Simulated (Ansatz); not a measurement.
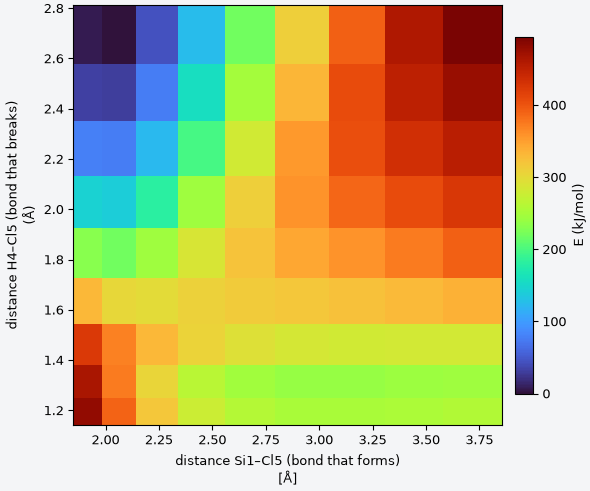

Energy landscape of the reacting system ClF₂HSi (fragments F₂Si + ClH where the first distance is long, ClF₂HSi where the second is long). First axis: distance Si1–Cl5 (bond that forms). Second axis: distance H4–Cl5 (bond that breaks). Relaxed at each point: all other coordinates. The grid has 9 × 9 points. Points are written as (first, second). Energies: kJ/mol, counted from the lowest grid point. Energies and slopes of some neighbouring points disagree (a jump in structure or state, or too coarse a mesh). The reference is spin-restricted, so regions where a bond is pulled apart into radicals lie too high. All numbers below come from RKS r2SCAN0-D4/def2-SVP in Ansatz.

Drawn: one coloured cell a grid point. 

Q: Describe this landscape.

A: The lowest grid point is at (2.051 Å, 2.697 Å). It lies at the edge of the scanned range, so the true minimum may lie outside. Other grid points that lie below all their neighbours: (3.173 Å, 1.308 Å) (239 kJ/mol higher). The highest grid point, (3.717 Å, 2.697 Å), lies 495 kJ/mol above the lowest.

Grid values (kJ/mol):

```tsv
second ↓, first →	1.917	2.051	2.235	2.445	2.674	2.917	3.173	3.440	3.717
2.697	7	0	44	125	219	310	392	461	495
2.466	32	29	76	157	248	334	407	452	477
2.244	77	76	122	199	282	355	405	433	454
2.031	144	141	180	245	310	358	387	407	427
1.828	231	220	244	286	322	344	359	373	391
1.637	331	303	300	308	314	318	323	330	338
1.462	424	369	331	307	292	284	282	283	283
1.308	465	374	304	264	246	239	239	242	245
1.197	481	389	318	278	259	252	252	254	258
```

The input of one point:

```yaml
crystal:
  periodic: [false, false, false]
  atoms:
    - { symbol: Si, position_ang: [0.068218, -0.033341, 0.086884] }
    - { symbol: F, position_ang: [-0.9281, -0.334712, 1.289637] }
    - { symbol: F, position_ang: [0.579163, -1.479911, -0.333189] }
    - { symbol: H, position_ang: [1.109764, 0.873443, 0.414363] }
    - { symbol: Cl, position_ang: [-0.829043, 0.97452, -1.4577] }
basis:
  gaussian: { orbitals: def2-SVP }
hamiltonian:
  xc: { name: r2SCAN0 }
  dispersion: d4
output:
  forces: true
relax:
  f_tol: 0.02
  max_steps: 50
  escape_saddle: false
  constraints: [{ distance: [0, 4] }, { distance: [3, 4] }]
scf:
  lower_state_search: "off"
```

Each point was launched as `ansatz run input.yaml --threads 1 --pin off --max-ram 2560MiB --backend cpu --events-out ev --progress --plain --runs-dir out`. Time for the 81 points that were run: 16 min on 1 thread of Arm Neoverse V2 (shared host).
